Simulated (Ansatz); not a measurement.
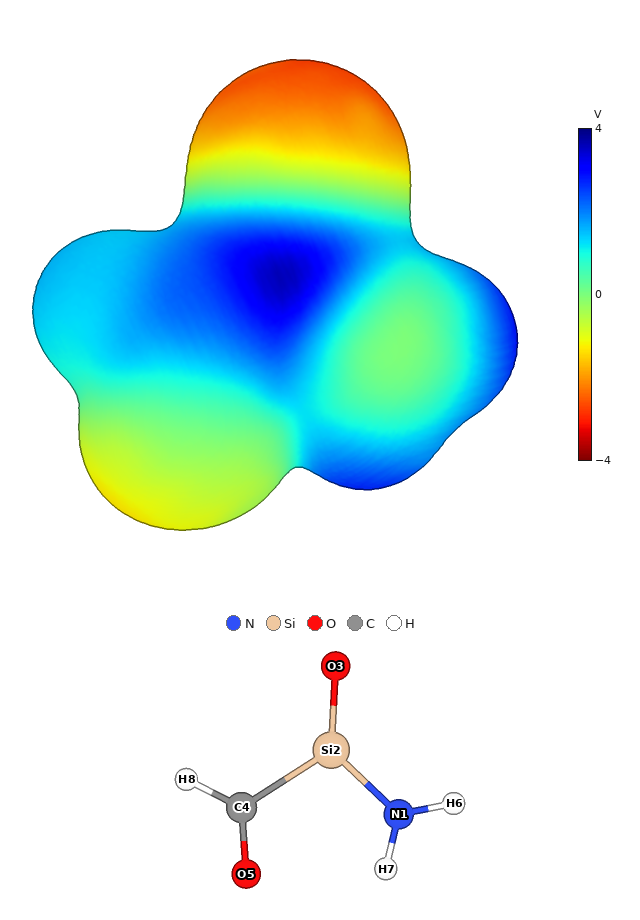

The picture shows: CH3NO2Si (SMILES N[Si](=O)C=O). The molecular electrostatic potential painted on the density surface at 0.004 e/bohr³, seen across its widest extent; the colour scale runs from red (negative) to blue (positive). The bare structure is drawn below in the same view.

Computed with Ansatz 0.2.0, RKS BHLYP-D4/def2-SVP.

```json
{"atom": "N", "x (Å)": "-0.7453", "y (Å)": "0.8813", "z (Å)": "0.8079"}
{"atom": "Si", "x (Å)": "-0.2599", "y (Å)": "-0.6682", "z (Å)": "0.4214"}
{"atom": "O", "x (Å)": "-0.6136", "y (Å)": "-1.9970", "z (Å)": "1.0551"}
{"atom": "C", "x (Å)": "0.9065", "y (Å)": "-0.4147", "z (Å)": "-1.0766"}
{"atom": "O", "x (Å)": "1.0986", "y (Å)": "0.6977", "z (Å)": "-1.4777"}
{"atom": "H", "x (Å)": "-1.3708", "y (Å)": "1.1205", "z (Å)": "1.5579"}
{"atom": "H", "x (Å)": "-0.4086", "y (Å)": "1.6666", "z (Å)": "0.2734"}
{"atom": "H", "x (Å)": "1.3930", "y (Å)": "-1.2862", "z (Å)": "-1.5614"}
```

Which sites attract a positive test charge, and which a negative one?

A positive charge is drawn to the negative regions and a negative charge to the positive ones. The most negative region (about −2.8 V) lies over O3, the most positive (about +3.5 V) over Si2. O3 is the likeliest acceptor of a hydrogen bond.
